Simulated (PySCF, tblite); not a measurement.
**CH9ClOSi3: geometry, infrared bands and NMR shifts**

What infrared bands and NMR shifts should CH9ClOSi3 (`[SiH3][SiH2]O[SiH2]CCl`) show?

Computed with tblite 0.8.0 and PySCF 2.14.0, with density-fitted response routines of our own, on a single molecule in the gas phase. Atoms count from 0, in the outputs and in this text.

### 1 Starting geometry

15 atoms, charge 0, multiplicity 1; geometry from: force field or distance geometry start.

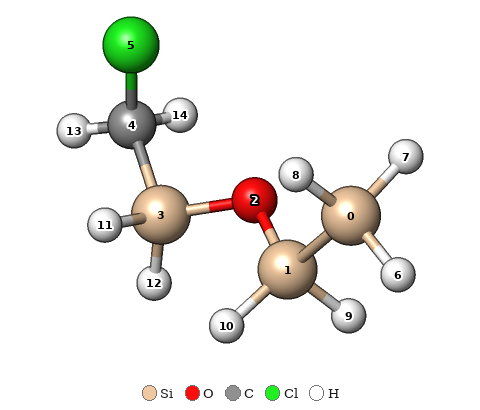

As it starts; silicon light orange, oxygen red, carbon grey, chlorine green, hydrogen white, atoms numbered.

### 2 Optimising the geometry with GFN2-xTB

What the job is given:

```
{"job": {"kind": "relax", "xc": "GFN2-xTB", "basis": "xTB"}, "charge": 0, "multiplicity": 1}
Si     3.037600     0.380700    -0.099200
Si     1.213100    -0.722100    -0.833900
O     -0.165100     0.241600    -0.781300
Si    -1.558800    -0.527100    -0.171700
C     -2.887000     0.779800     0.017000
Cl    -2.293800     1.932400     1.228400
H      4.281700    -0.306700    -0.478900
H      3.001500     1.697500    -0.787900
H      2.970000     0.614100     1.341600
H      1.510200    -1.012000    -2.243800
H      1.051900    -2.018900    -0.168900
H     -1.295100    -1.126200     1.154600
H     -2.067800    -1.573300    -1.051900
H     -3.850300     0.360100     0.324600
H     -2.952300     1.288100    -0.976300
```

Run with:

```bash
$ OMP_NUM_THREADS=1 python probes_run.py task.json out
```

One launch serves the whole session: the jobs run in the order shown.

**Question.** This job is followed by: GFN2-xTB harmonic vibrations, gas phase; GIAO PBE0/pcSseg-1 NMR shielding, non-relativistic, gas phase. Predict these results of the whole session: strongest single infrared mode (GFN2-xTB); zero-point energy (GFN2-xTB); ¹³C shifts against TMS (PBE0/pcSseg-1); ¹H shifts against TMS (PBE0/pcSseg-1, means over atoms taken as alike); ²⁹Si shifts against TMS (PBE0/pcSseg-1); ¹⁷O shifts against H2O (PBE0/pcSseg-1); ³⁵Cl shifts against HCl (PBE0/pcSseg-1).

**Answer**, as computed:

| quantity | value |
| --- | --- |
| strongest single infrared mode (GFN2-xTB) | 1104 cm⁻¹, 533 km/mol |
| zero-point energy (GFN2-xTB) | 55.6 kcal/mol |
| ¹³C shifts against TMS (PBE0/pcSseg-1) | 34.6 ppm |
| ¹H shifts against TMS (PBE0/pcSseg-1, means over atoms taken as alike) | 5.74, 5.05, 3.58, 2.85 ppm |
| ²⁹Si shifts against TMS (PBE0/pcSseg-1) | -23.4, -29.5, -119.8 ppm |
| ¹⁷O shifts against H2O (PBE0/pcSseg-1) | 0.4 ppm |
| ³⁵Cl shifts against HCl (PBE0/pcSseg-1) | 22 ppm |

What this shows: The optimisation took 117 steps and gained 0.702 eV; among the close pairs (by a distance rule), O2–Si3 changed most, from 1.704 to 1.603 Å. The lowest mode is slightly imaginary (12i cm⁻¹), a soft motion within the noise of the Hessian, so the minimum is not strictly shown. The strongest single mode, at 1104 cm⁻¹, moves mainly O2. GFN2-xTB is a fitted tight-binding method: band positions and strengths are rough. Its intensities can rank the bands wrongly. At PBE0/pcSseg-1: Shielding is most anisotropic at Cl5 (span 244 ppm, paramagnetic term -222 ppm).
